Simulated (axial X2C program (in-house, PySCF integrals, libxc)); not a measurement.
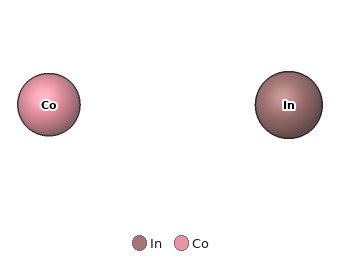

Figure 1. The molecule at the reference distance of 2.723 Å.

Relativistic diatomic calculation, with input and output: InCo⁺

- system: InCo⁺.
- method: EOM-IP-CCSD, two-component X2C with atomic mean-field Coulomb and Gaunt terms, In dyall-cv3z, Co dyall-cv3z (cores contracted) (axial X2C program (in-house, PySCF integrals, libxc))

The input:
```
{"zs": [49, 27], "q": 1, "bas": ["dyall-cv3z", "dyall-cv3z"], "r0": 2.53, "eom": "ip", "rq": 0, "thr": -1.0, "nmax": 95, "grid": [1, 0.96, 1.045, 0.92, 1.09, 1.15]}
```

The line is the task of a batch: nuclear charges, charge, bases, a first guess of the distance and further settings. This report covers the levels named above. The log is that of the reference distance.

Hardware: 1 thread of Arm Neoverse N1, 98 GiB of memory available, shared host.

The run was one of a batch that the task file lists, launched with:
```bash
python <driver script> task.json out
```

The program's output:
```
two-component X2C + atomic mean field  HF
basis functions 237  fitting functions 1248  grid points 5805
iter        total energy     max residual
   1      -7265.469338387     2.53e+00
   2      -7267.213252167     4.02e-02
   3      -7267.218698998     5.41e-02
   4      -7267.228043267     5.03e-03
   5      -7267.228273752     2.35e-03
   6      -7267.228327677     2.93e-04
   7      -7267.228335331     1.43e-04
   8      -7267.228337823     1.42e-04
   9      -7267.228338770     1.51e-04
  10      -7267.228339210     1.60e-04
  11      -7267.228339602     1.71e-04
  12      -7267.228339562     1.69e-04
  13      -7267.228338388     1.24e-04
  14      -7267.228337459     5.80e-05
  15      -7267.228337417     2.53e-05
  16      -7267.228337506     1.40e-05
  17      -7267.228337546     7.71e-06
  18      -7267.228337565     2.92e-06
  19      -7267.228337567     1.57e-06
  20      -7267.228337568     5.54e-07
converged
one-electron -10531.96781529  Coulomb 3228.51878719  exact exchange -217.18592420  xc functional 0.00000000  nuclear repulsion 257.07834247  atomic mean-field constant -3.67172774
correlated 12  virtual 312  natural virtual 94  E(MP2) -0.421650203  MP2 remainder -0.033713467
iter   CCSD correlation   residual
   1     -0.346803207   2.76e-01
   2     -0.368695795   2.04e-01
   3     -0.378888939   8.89e-02
   4     -0.382374865   6.18e-02
   5     -0.385151123   4.14e-02
   6     -0.388353286   3.06e-02
   7     -0.389788185   2.01e-02
   8     -0.389908690   1.54e-02
   9     -0.390932110   1.34e-02
  10     -0.391103496   1.11e-02
  11     -0.391778708   8.94e-03
  12     -0.392182281   6.14e-03
  13     -0.392350645   4.09e-03
  14     -0.392420040   2.75e-03
  15     -0.392496028   1.96e-03
  16     -0.392487271   1.27e-03
  17     -0.392490108   9.44e-04
  18     -0.392498480   7.44e-04
  19     -0.392493080   6.37e-04
  20     -0.392495016   5.55e-04
  21     -0.392503390   5.03e-04
  22     -0.392505340   4.65e-04
  23     -0.392507714   4.49e-04
  24     -0.392511426   4.43e-04
  25     -0.392512554   4.41e-04
  26     -0.392512891   4.41e-04
  27     -0.392511567   4.41e-04
  28     -0.392510718   4.40e-04
  29     -0.392510766   4.39e-04
  30     -0.392509419   4.37e-04
  31     -0.392508760   4.35e-04
  32     -0.392505849   4.31e-04
  33     -0.392502317   4.21e-04
  34     -0.392490903   4.05e-04
  35     -0.392483707   3.66e-04
  36     -0.392477456   3.32e-04
  37     -0.392474192   2.99e-04
  38     -0.392475178   2.39e-04
  39     -0.392482747   2.03e-04
  40     -0.392488722   1.61e-04
  41     -0.392494526   1.12e-04
  42     -0.392497526   8.91e-05
  43     -0.392499808   7.02e-05
  44     -0.392500767   6.24e-05
  45     -0.392502068   5.86e-05
  46     -0.392502541   5.52e-05
  47     -0.392503554   5.41e-05
  48     -0.392504689   5.28e-05
  49     -0.392505752   5.13e-05
  50     -0.392506721   5.04e-05
  51     -0.392507319   4.94e-05
  52     -0.392507445   4.91e-05
  53     -0.392507495   4.90e-05
  54     -0.392507592   4.90e-05
  55     -0.392507389   4.91e-05
  56     -0.392507113   4.91e-05
  57     -0.392506863   4.89e-05
  58     -0.392506903   4.90e-05
  59     -0.392507152   4.90e-05
  60     -0.392507516   4.86e-05
  61     -0.392507791   4.82e-05
  62     -0.392507850   4.79e-05
  63     -0.392509028   4.76e-05
  64     -0.392509152   4.72e-05
  65     -0.392509271   4.71e-05
  66     -0.392509252   4.70e-05
  67     -0.392509092   4.70e-05
  68     -0.392508972   4.68e-05
  69     -0.392508833   4.67e-05
  70     -0.392508913   4.68e-05
(T) None  T1 0.0784  D1 0.1477  max T2 0.205
```

Outcome:

```tsv
quantity	value
outcome	not converged in a step after the SCF shown
wall time	51 s
peak memory	0.86 GiB
```

Diagnosis:

The SCF whose log is shown converged, but the driver noted: CCSD of the reference did not converge. The run therefore gave no full result. Caveats: CCSD of the reference did not converge.
